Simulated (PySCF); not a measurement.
```xyz
16

C    -2.8704   -0.5404   -0.4967
S    -1.9006    0.9784   -0.6778
C    -0.2728    0.4893   -0.1892
C     0.6871    1.5180   -0.2487
C     2.0071    1.2651    0.1110
C     2.3886    0.0182    0.5279
C     1.4350   -1.0759    0.6029
O     1.7666   -2.2092    0.9737
C     0.0762   -0.7669    0.2193
H    -3.8842   -0.2843   -0.7884
H    -2.8526   -0.8649    0.5396
H    -2.4764   -1.3078   -1.1564
H     0.3807    2.4996   -0.5762
H     2.7293    2.0671    0.0585
H     3.4070   -0.1968    0.8134
H    -0.6282   -1.5806    0.2759
```

Geometry: GFN2-xTB.

Method: UKS B3LYP, pcH-1 on C H O S, non-relativistic, mean-field spin-orbit, GIAO (PySCF 2.14.0, density-fitted response routines).

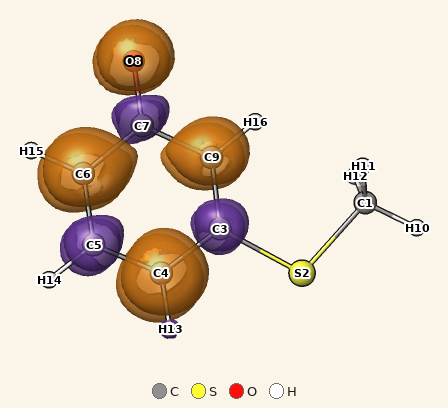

C₇H₇OS (doublet). Isosurfaces of the spin density (α minus β) at +0.02 (orange) and −0.02 e/Å³ (purple), seen across its widest extent.

Q: Describe the spin distribution.

A: The unpaired spin (1 electron) lies mostly on O8 (about 0.3), C4 (about 0.3), C6 (about 0.2) and C9 (about 0.1), in electrons by Hirshfeld's partition.
